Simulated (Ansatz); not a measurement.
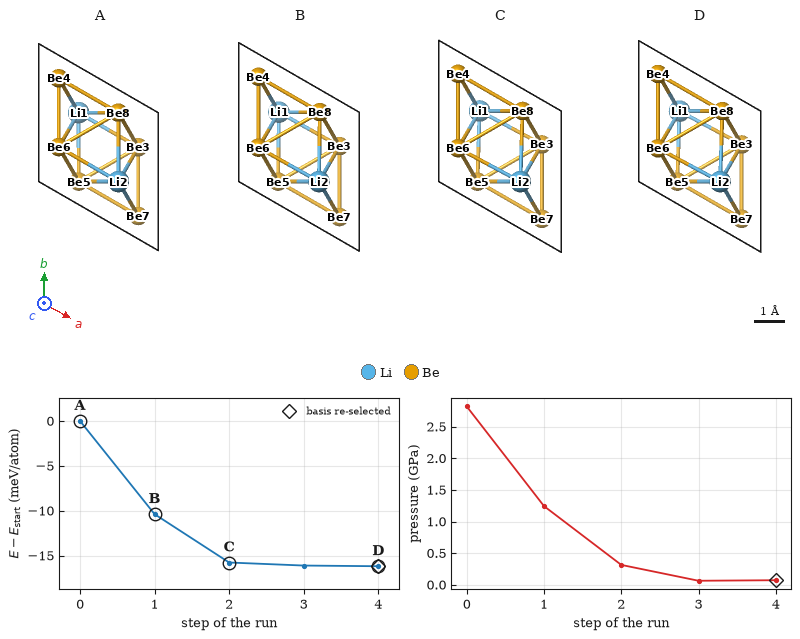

Frames of a relaxation of solid LiBe₃ (built on the Ni3Sn (D0_19)_194 type) (coarse preliminary run), marked on the history of the run. A ball-and-stick model of the cell of the calculation, seen along the c axis.

Case: Ni3Sn (D0_19) type (P6_3/mmc, No. 194).

Computed with Ansatz 0.2.0, DFT PBE, scalar-relativistic, plane waves, PAW. Set-up: plane-wave cutoff 420 eV; k-point mesh 6 × 6 × 4; occupations gaussian; smearing width 0.1 eV; no spin polarisation; cell and atoms relaxed; force threshold 0.04 eV/Å; at most 70 steps.

What happens along the run?

After 3 accepted moves (4 points after the start) the energy has fallen by 16.2 meV per atom. Largest force component: 0.47 eV/Å at the start, 0.025 eV/Å at the end. Pressure: 2.82 GPa at the start and 0.07 GPa at the end. The SCF was repeated once at an unchanged geometry on a basis and grid sized afresh for the cell, which shifted the energy by 0.1 meV per atom at most. The largest moves relative to the cell, 0.078 Å, are those of Be3, Be4, Be5, Be6, Be7 and Be8. Be6 goes along [−1 −2 0]. Li stays in place. The volume changes by +4.4 %, with a = b 4.669 → 4.772 Å (+2.2 %), c 3.747 → 3.743 Å (−0.1 %). Among the contacts that change: Be3–Be5 2.330 → 2.516 Å, Be3–Be5 (another image) 2.339 → 2.257 Å, Li1–Be4 2.306 → 2.369 Å, Li1–Be3 2.334 → 2.387 Å. The space group stays P6_3/mmc (No. 194). From step 0 to 1: Be atoms move most (0.03 Å), volume +2.0 %, energy −10.4 meV per atom. From step 1 to 2: Be atoms move most (0.05 Å), volume +2.1 %, energy −5.4 meV per atom. From step 2 to 4: volume +0.3 %, energy −0.4 meV per atom.

| step | E − E(0), meV/atom | largest force component, eV/Å | pressure, GPa | volume, Å³/atom | note |
| --- | --- | --- | --- | --- | --- |
| 0 | 0.00 | 0.4680 | 2.82 | 8.842 |  |
| 1 | -10.39 | 0.2420 | 1.24 | 9.015 |  |
| 2 | -15.77 | 0.0240 | 0.31 | 9.205 |  |
| 3 | -16.11 | 0.0252 | 0.06 | 9.228 |  |
| 4 | -16.19 | 0.0247 | 0.07 | 9.228 | same geometry, new basis |

Limits of the set-up: the k-point mesh is coarse for a cell with partly filled bands.
